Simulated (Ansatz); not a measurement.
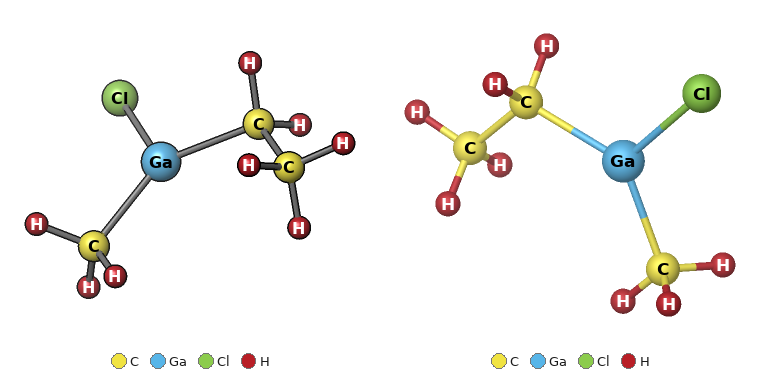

The same structure drawn twice, from different directions.

**Count the atoms of each element.**

C3H8ClGa, 13 atoms: 3 carbon, 8 hydrogen, 1 chlorine and 1 gallium.

**Give a SMILES string for it.**

C[CH2][Ga]([CH3])[Cl]

**Count the bonded pairs by element.**

8 C–H, 2 C–Ga, 1 C–C, 1 Cl–Ga.

More results for the same structure follow; atom numbers are the same in all pictures, views and colours differ. The computed structure is the end point of a PBE0-D4/def2-TZVP optimisation.

**Electronic properties**

Properties computed with RKS BHLYP-D4/def2-TZVPP (Ansatz 0.2.0).

Computed properties:

- HOMO energy (Kohn–Sham orbital): −8.66 eV
- LUMO energy (Kohn–Sham orbital): −0.14 eV
- HOMO–LUMO gap: 8.52 eV
- dispersion correction: −35.0 kJ/mol

**Charges**

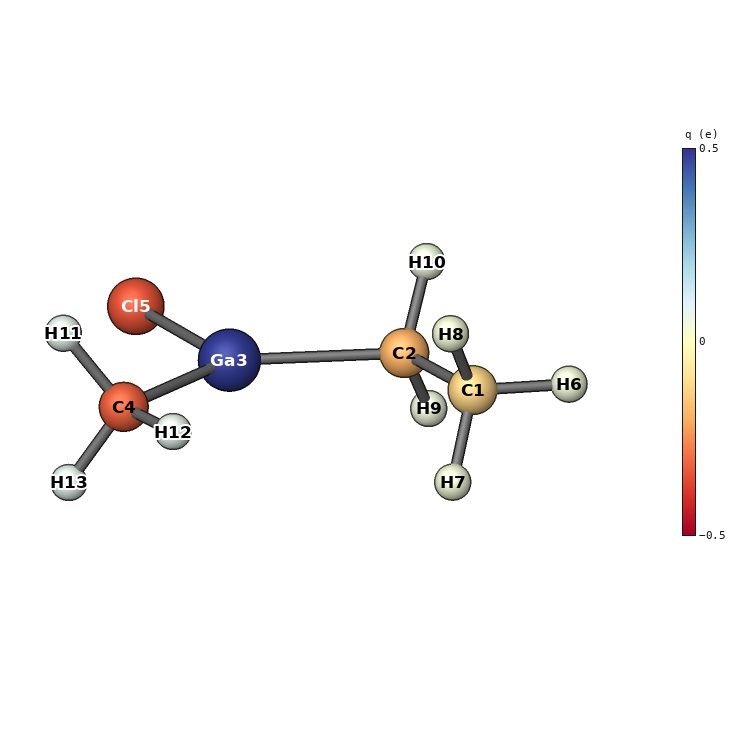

Atoms are coloured by their Mulliken charges. Level of theory: RKS r2SCAN-D4/def2-TZVPP (Ansatz 0.2.0).

**Which atom carries the highest charge (most positive or least negative)?**

Ga3 (0.49 e).

**And the lowest?**

Cl5 (−0.34 e).

List the Mulliken charges.

```
atom  value (e)
  C1      −0.12
  C2      −0.19
 Ga3       0.49
  C4      −0.32
 Cl5      −0.34
  H6       0.05
  H7       0.04
  H8       0.04
  H9       0.05
 H10       0.05
 H11       0.08
 H12       0.07
 H13       0.08
```

**Vibrations**

Harmonic vibrations computed with RKS PBE0-D4/def2-TZVP (Ansatz 0.2.0) at a stationary point of the same level.

**How many vibrational modes are there, and where do they lie?**

33 modes: 35, 53, 85, 129, 139, 221, 258, 392, 535, 599, 601, 705, 747, 942, 972, 1050, 1224, 1227, 1252, 1410, 1441, 1445, 1446, 1491, 1500, 3039, 3049, 3055, 3085, 3102, 3114, 3139, 3155 cm⁻¹.

Mulliken values depend strongly on the basis set and can even reverse the polarity of a bond.
